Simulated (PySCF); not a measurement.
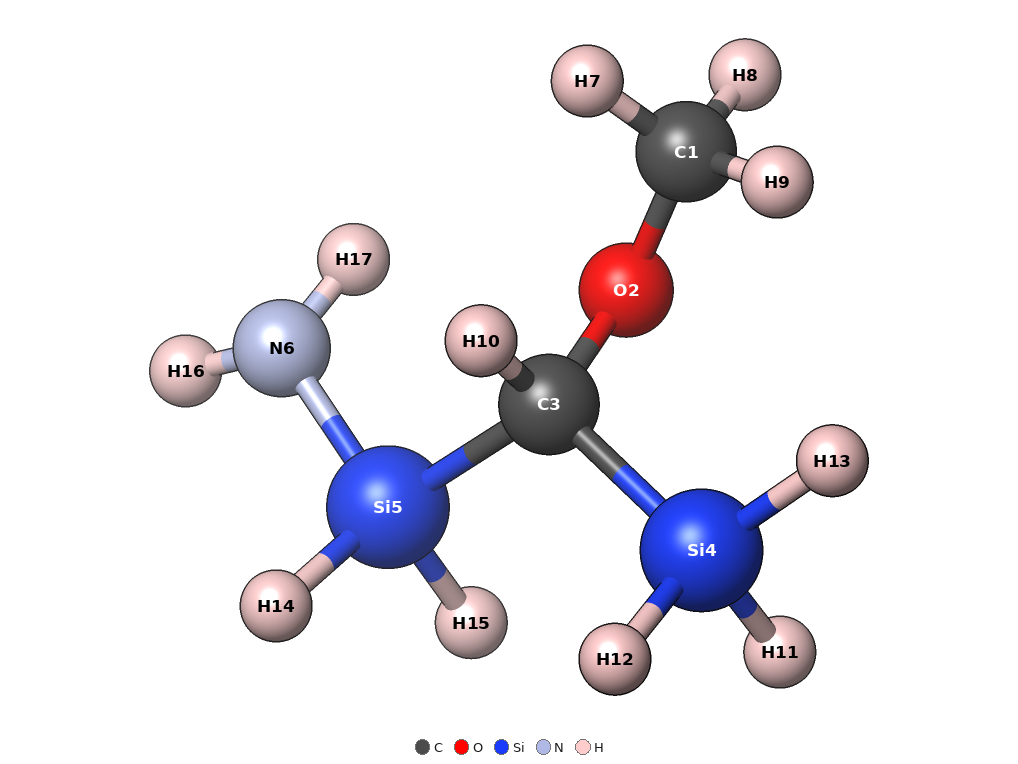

The computed structure is the end point of a PBE0-D3(BJ)/def2-SVP optimisation. No frequency run is at hand to confirm it as a minimum. Method: TDDFT CAM-B3LYP/def2-SVPD, vertical, gas phase, core orbitals frozen in the response (PySCF 2.14.0), and the same with a continuum solvent (IEF-PCM, Bondi radii x 1.2, gas-phase geometry).

How do dipole (D), HOMO–LUMO gap (eV), lowest singlet (eV) change in chloroform (ε = 4.7)?

```
    medium  dipole (D)  HOMO–LUMO gap (eV)  lowest singlet (eV)
 gas phase        1.27                9.47                 6.30
chloroform        1.52                9.50                 6.31
```
